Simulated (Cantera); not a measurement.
Feed: 1 mol PbO, a varied amount of N₂, held at 1248 K and 1.33 mbar.

Method: chemical equilibrium by Gibbs-energy minimisation in Cantera with the NASA 1993 tables (ideal gas, pure condensed phases). Candidate condensed phases: Pb, PbO, PbO₂, Pb₃O₄; 12 gas species. Gases not in the tables: (PbO)n polymers. Kinetics and transport are ignored.

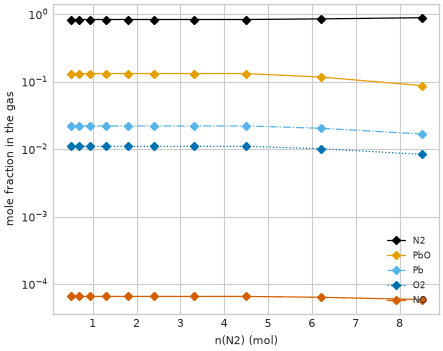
*Equilibrium gas composition (values under 1e-9 drawn at 1e-9)*

From 0.5 mol N₂ to 4.5 mol N₂ the condensed part is PbO(l). From 6.2 mol N₂ to 8.5 mol N₂ nothing is condensed.
